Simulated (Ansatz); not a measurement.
## Electronic structure of HI3OTi in real space

```xyz
6

I     2.2387   -1.4473   -0.1498
I    -1.6101   -1.2615   -1.7043
I     0.6625    2.2086   -1.3637
O    -0.5040    0.2095    1.2852
Ti    0.1200   -0.0382   -0.2886
H    -0.8650    0.2647    2.1750
```

Geometry: PBE0-D4/def2-SVP; core potentials replace the inner electrons of I.

Theory: isolated molecule in a Gaussian basis; Kohn-Sham density functional theory, functional PBE0 (Ansatz).

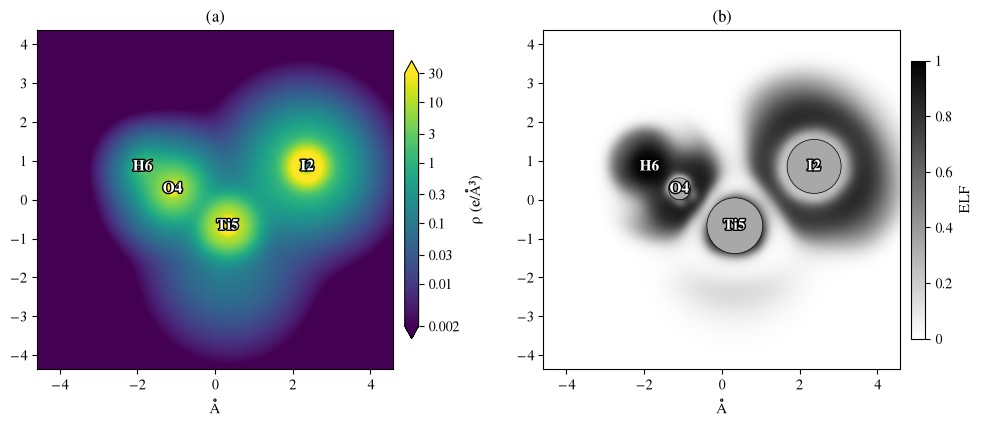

Figure 1. (a) electron density; (b) ELF on the plane of atoms I2, Ti5 and O4. Grey discs cover the atomic cores in the ELF map.

> What do the fields say about this system?

The plane passes through I, O, Ti and H nuclei. Ti–O (1.71 Å): ρ is about 1.2 e/Å³ halfway; the ELF peaks at about 0.75 in the valence shell of O, 0.6 Å from its nucleus, and drops to about 0.20 between the two atoms. Ti–I (2.55 Å): ρ at the midpoint is about 0.52 e/Å³; the ELF peaks at about 0.70 in the valence shell of I, 1.2 Å from its nucleus, and is about 0.65 at the midpoint. O–H (0.96 Å): ρ at the midpoint is about 3.7 e/Å³; the ELF climbs to about 1 towards the hydrogen, as it does in any bond to H; an ordinary covalent bond to hydrogen.

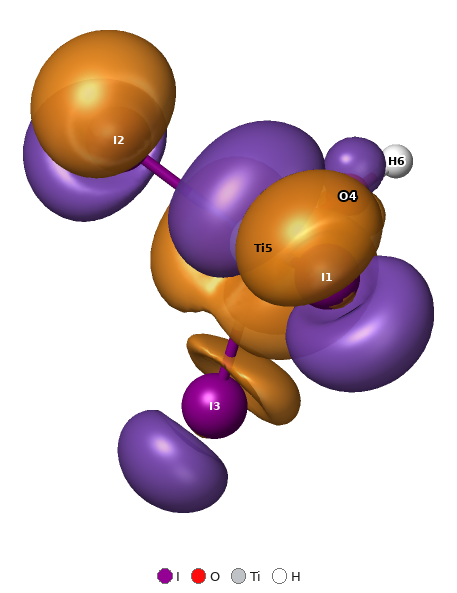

Figure 2. The LUMO at ±0.06 Å⁻³ᐟ² (orange and purple are the two phases), seen at an oblique angle.

> What is the character of this orbital?

Its weight (Hirshfeld) is mainly on Ti5 (about 70 %), I1 (about 10 %) and I2 (about 10 %). Its energy is −3.42 eV.
